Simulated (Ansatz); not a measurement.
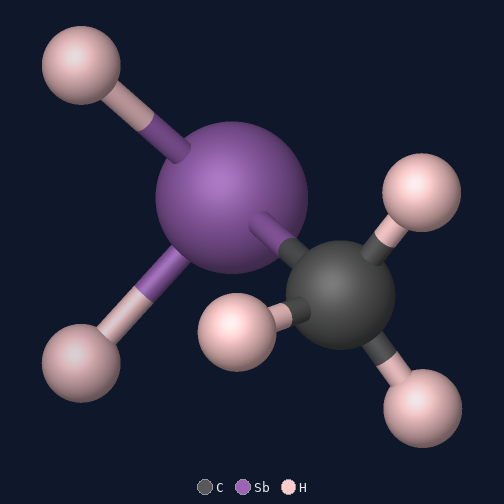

The computed structure is the end point of a PBE0-D4/def2-TZVP optimisation. No frequency run is at hand to confirm it as a minimum.

Draw it as a skeletal formula.

SMILES: [CH3][SbH2]

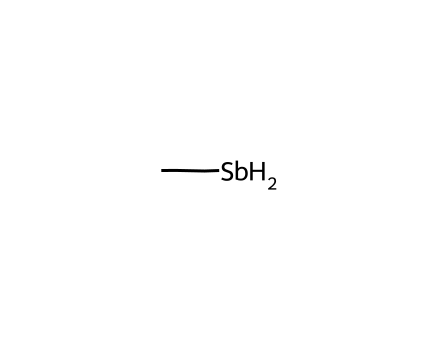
